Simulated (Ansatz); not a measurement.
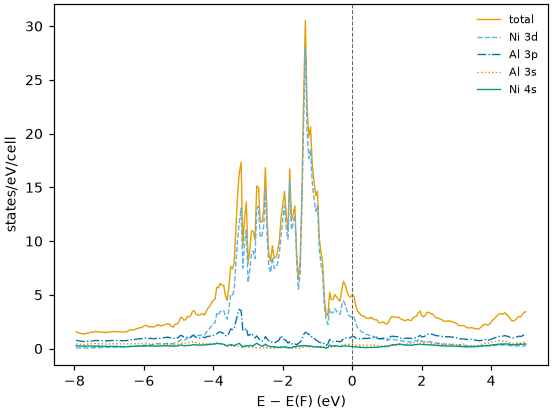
Figure. Total and projected density of states of AlNi in space group P4/mmm (No. 123; Al on 2f, Ni on 2h, Al on 2g, Ni on 2e), the program Ansatz at the PBEsol level (PAW)

**Question.** Which orbitals carry the states next to the Fermi level?

**Answer.** Within 0.5 eV of the Fermi level: Ni 3d 63 %, Al 3p 21 %, Al 3s 8 %. Projections are on Löwdin-orthogonalised atomic valence shells; empty p or d shells of many metals are not among them.

**Question.** Where is the tallest occupied peak in this window, and what makes it?

**Answer.** Near -1.3 eV, about 31 states/eV per cell; the largest projected share is Ni 3d.

The start of the workflow was typed in or built on a structure type; neither database checked (COD, Materials Project) lists it. It is not the phase usual at ambient conditions (space group No. 221). The cell was relaxed with PBEsol under the symmetry of its start; its stability against distortions is not shown here. The workflow began spin-polarised and lost its moments. The program gave a warning on the electronic state, which may not be the lowest.

Potentials: the earlier of the program's two PAW sets. The files were generated under PBE; for other functionals the program regenerates the frozen cores, and for LDA and PBEsol the local potential too.
